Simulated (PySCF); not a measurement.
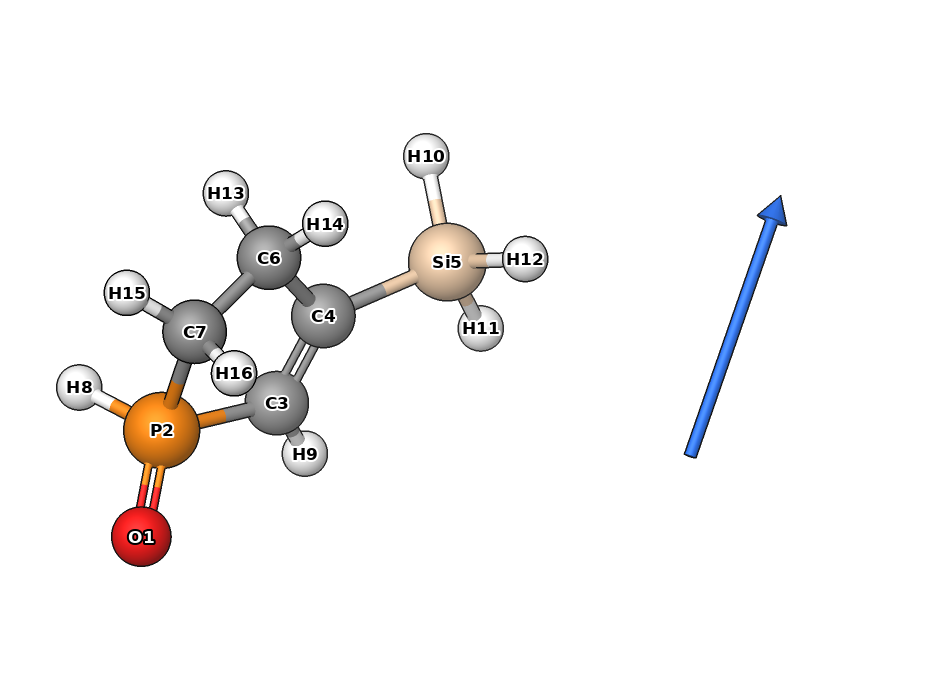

The arrow beside the molecule shows the direction of the dipole moment, from the negative to the positive end (its length means nothing). The geometry was computed by an optimisation with GFN2-xTB. No frequency run is at hand to confirm it as a minimum. Method: B3LYP/def2-SVPD, gas phase (PySCF 2.14.0).

### Estimate the dipole moment.

4.74 D; it points from the side of O1 to the side of H10 (the outermost atoms at the two ends).

The geometry is semi-empirical. Around P, Si such bond lengths and angles can be off by a tenth of an ångström or more and by several degrees, and values that hang on the shape move with them.
